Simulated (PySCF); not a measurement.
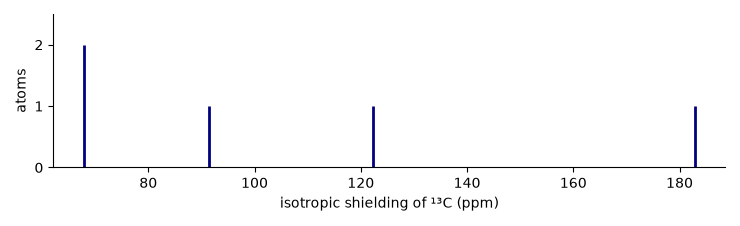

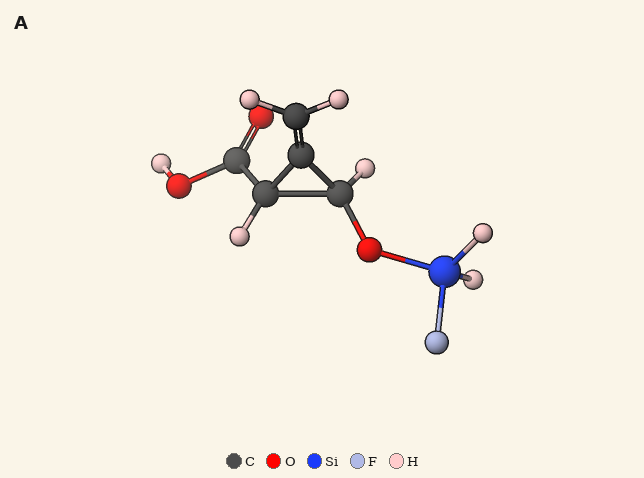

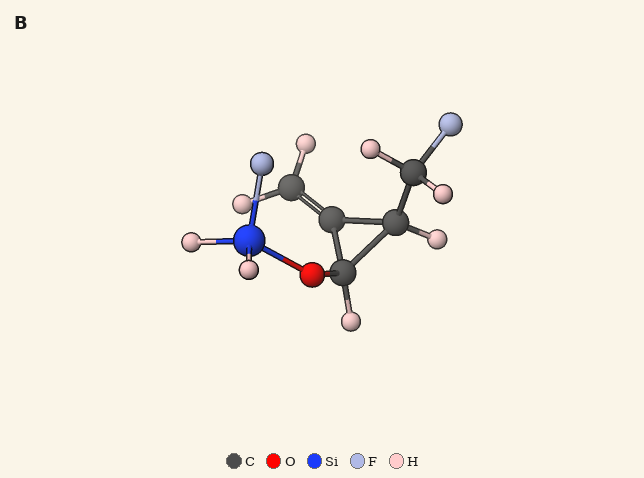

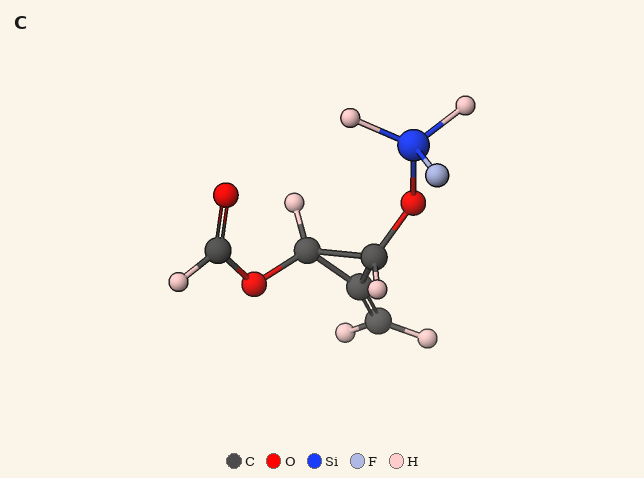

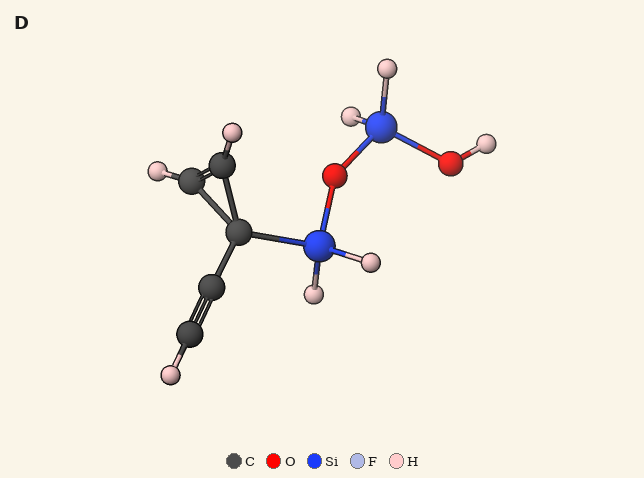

The sticks are computed shieldings of one of the molecules, for one fixed geometry (GFN2-xTB) without averaging over rotations. Low shielding means a high chemical shift. Method: GIAO PBE0/pcSseg-1 NMR shielding, non-relativistic, gas phase (PySCF 2.14.0).

Which molecule gives this pattern?

Answer. D, `C#CC1([SiH2]O[SiH2]O)C=C1`. Its 5 C atoms give lines at 67.8 (2 atoms), 91.4, 122.3, 182.9 ppm.

The geometry is semi-empirical. Around Si such bond lengths and angles can be off by a tenth of an ångström or more and by several degrees, and values that hang on the shape move with them.
